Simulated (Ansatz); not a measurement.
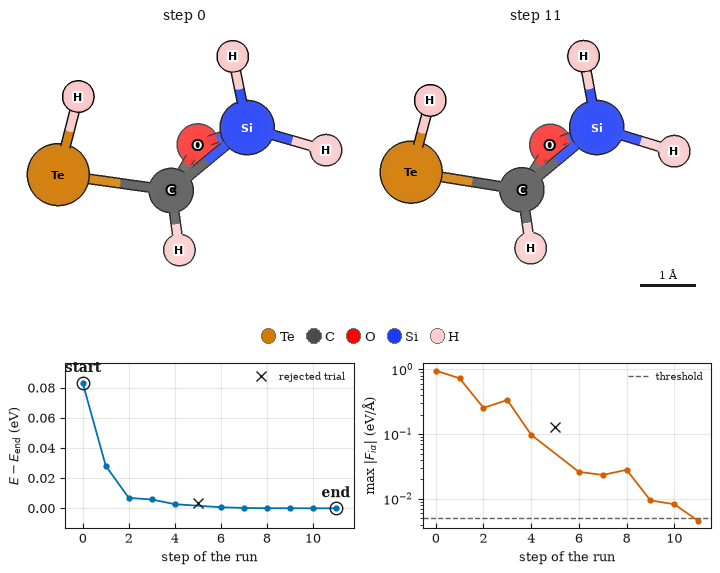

First and last geometry of a relaxation of CH4OSiTe, with the history of the run. The picture is a ball-and-stick view, seen at a tilt.

The start comes from PBE-D4/def2-SVP.

These are results of RKS PBE0-D4/def2-TZVP (Ansatz), not measurements. Settings: force threshold 0.005 eV/Å; at most 150 steps.

Read the history and describe the run.

Answer. It converged. The atom that moves furthest after the best rigid fit is an H atom (0.11 Å). Largest moves by element: H 0.11 Å, Te 0.08 Å, Si 0.04 Å, O 0.03 Å, C 0.02 Å. Some distances before and after: O–Si 1.723 → 1.665 Å, C–Te 2.184 → 2.126 Å, C–Si 1.834 → 1.802 Å, H–Te 1.683 → 1.659 Å. After 10 accepted moves (11 points after the start) the energy has fallen by 0.083 eV. The largest force component goes from 0.96 to 0.0046 eV/Å. The line search rejected the trial step at point 5 of the run. The run took 36 s on 4 threads of Arm Neoverse V1, with other jobs on the host.
